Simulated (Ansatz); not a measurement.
# revPBE/def2-SVP run of CH6B2O (SMILES BB(C)O)

What is the electronic atomisation energy of CH6B2O at revPBE/def2-SVP? 

The calculation is run with Ansatz 0.2.0.

69 further runs of the same task are left out: 69 set aside as unsound or not needed.

### 1 Starting point

The species is CH6B2O (10 atoms), meant as a singlet with charge 0. As SMILES, `BB(C)O`. The coordinates come from a PBE0-D4/def2-TZVP relaxation. This is one conformer, not always the lowest.

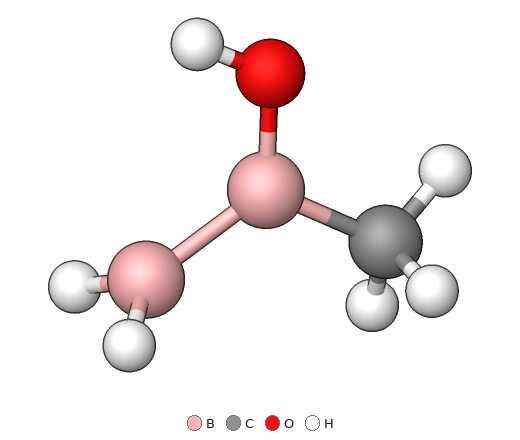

Viewed from a chosen angle; boron pink, carbon grey, oxygen red, hydrogen white.

### 2 A single-point energy at revPBE/def2-SVP

run.yaml reads:

```yaml
crystal:
  periodic: [false, false, false]
  atoms:
    - {symbol: B, position_ang: [-1.157400, 0.826800, -0.622100]}
    - {symbol: B, position_ang: [0.289400, 0.045900, -0.271000]}
    - {symbol: C, position_ang: [0.377300, -0.834700, 1.032200]}
    - {symbol: O, position_ang: [1.432600, 0.117800, -1.017900]}
    - {symbol: H, position_ang: [-2.010400, 0.312100, -1.292200]}
    - {symbol: H, position_ang: [-1.440400, 1.898900, -0.162200]}
    - {symbol: H, position_ang: [-0.546500, -1.371000, 1.265900]}
    - {symbol: H, position_ang: [1.200400, -1.552500, 0.975700]}
    - {symbol: H, position_ang: [0.572700, -0.174500, 1.886700]}
    - {symbol: H, position_ang: [1.365300, 0.679800, -1.792300]}
basis:
  gaussian: {orbitals: def2-SVP}
hamiltonian: {xc: {name: revPBE}}
accuracy: high
output: {orbitals: {seedname: orbitals}}
```

Started as:

```console
$ ansatz run run.yaml --threads 1 --pin off --max-ram 3480MiB --events-out events.jsonl --progress --plain --runs-dir runs
```

What it wrote:

```text
Warning: RAYON_NUM_THREADS=1 ignored (pool sized by the plan → 1); use --threads N
Functional definition: revPBE
  name "revPBE"
  parameter kappa = 1.245
  parameter beta = 0.06672455060314922
  exchange = pbe_x(kappa = kappa, mu = beta*pi^2/3)
  correlation = pbe_c(beta = beta)
2073 factors; integrals over basis functions are off by at most 3.2e-9 eV
mean field evaluation 1: about -4520.5058 eV, gradient 6.4e1 eV
mean field evaluation 2: about -4502.0055 eV, gradient 1.1e2 eV
mean field evaluation 4: about -4529.7568 eV, gradient 7.9e0 eV
mean field evaluation 8: about -4529.8972 eV, gradient 3.6e-1 eV
mean field evaluation 16: about -4529.8975 eV, gradient 2.7e-5 eV
mean field -4529.89753768 eV, -166.4706640348 hartree, gradient 9.3e-9 eV, S^2 0.000000; 0 other end points of the search recorded, 0 dependent functions left out
reference -4529.89754213 eV, -166.4706641983 hartree; 15, 15 occupied and 71, 71 virtual orbitals, 2073 factors
Total energy: -4529.89754213 eV, -166.4706641983 hartree
```

It took 5.7 s on 1 thread of Arm Neoverse V2, shared host; peak memory 0.23 GiB.

### 3 The B atom at the same level

molecule.yaml reads:

```yaml
basis:
  gaussian:
    orbitals: def2-SVP
crystal:
  periodic: [false, false, false]
  atoms:
    - {symbol: B, position_ang: [0.000000, 0.000000, 0.000000]}
magnetization:
  spin_polarized: true
  initial_magnetization: 1
accuracy: high
hamiltonian:
  xc: {name: revPBE}
```

Run the same way, it converges to -24.62435 Eh (log not shown).

### 4 The C atom at the same level

input.yaml reads:

```yaml
crystal:
  periodic: [false, false, false]
  atoms:
    - {symbol: C, position_ang: [0.000000, 0.000000, 0.000000]}
basis:
  gaussian: {orbitals: def2-SVP}
magnetization: {spin_polarized: true, initial_magnetization: 2}
hamiltonian: {xc: {name: revPBE}}
accuracy: high
```

Started as:

```console
$ ansatz run input.yaml --threads 1 --pin off --max-ram 3480MiB --events-out events.jsonl --progress --plain --runs-dir runs
```

What it wrote, cut to the lines that bear on the results:

```text
Warning: RAYON_NUM_THREADS=1 ignored (pool sized by the plan → 1); use --threads N
[... 6 set-up lines as earlier in the session ...]
95 factors; integrals over basis functions are off by at most 1.9e-9 eV
mean field evaluation 1: about -1028.4691 eV, gradient 4.6e0 eV
mean field evaluation 2: about -1028.5735 eV, gradient 2.4e0 eV
mean field evaluation 4: about -1028.6184 eV, gradient 2.7e-1 eV
mean field evaluation 8: about -1028.6187 eV, gradient 4.3e-5 eV
mean field evaluation 16: about -1028.6187 eV, gradient 5.5e-2 eV
mean field evaluation 32: about -1028.6187 eV, gradient 4.5e-8 eV
mean field -1028.61867590 eV, -37.8010391166 hartree, gradient 4.5e-8 eV, S^2 2.002075; 2 other end points of the search recorded, 0 dependent functions left out
reference -1028.61867781 eV, -37.8010391868 hartree; 4, 2 occupied and 10, 12 virtual orbitals, 95 factors
Total energy: -1028.61867781 eV, -37.8010391868 hartree
```

Run time: 0.4 s. Hardware: 1 thread of Arm Neoverse V2, shared host.

### 5 The H atom

input.yaml reads:

```yaml
crystal:
  periodic: [false, false, false]
  atoms:
    - symbol: H
      position_ang: [0.000000, 0.000000, 0.000000]
basis:
  gaussian: {orbitals: def2-SVP}
magnetization: {spin_polarized: true, initial_magnetization: 1}
hamiltonian: {xc: {name: revPBE}}
accuracy: high
```

Run the same way, it converges to -0.50319 Eh (log not shown).

### 6 The O atom

in.yaml reads:

```yaml
crystal:
  periodic: [false, false, false]
  atoms:
    - {symbol: O, position_ang: [0.000000, 0.000000, 0.000000]}
basis:
  gaussian: {orbitals: def2-SVP}
magnetization: {spin_polarized: true, initial_magnetization: 2}
hamiltonian: {xc: {name: revPBE}}
accuracy: high
```

Run the same way, it converges to -74.97644 Eh (log not shown).

### 7 Results

At revPBE/def2-SVP:

| quantity | value |
| --- | --- |
| molecule: total energy | -166.47066 Eh |
| molecule: HOMO energy | -6.11 eV |
| molecule: LUMO energy | -2.62 eV |
| molecule: HOMO–LUMO gap | 3.49 eV |
| B atom: total energy | -24.62435 Eh |
| B atom: ⟨S²⟩ | 0.752 |
| C atom: total energy | -37.80104 Eh |
| C atom: ⟨S²⟩ | 2.002 |
| H atom: total energy | -0.50319 Eh |
| H atom: ⟨S²⟩ | 0.750 |
| O atom: total energy | -74.97644 Eh |
| O atom: ⟨S²⟩ | 2.002 |
| electronic atomisation energy | 38.785 eV |

Taking the molecule apart into free atoms costs 38.79 eV (3742 kJ/mol), before zero-point energy and without spin-orbit coupling.
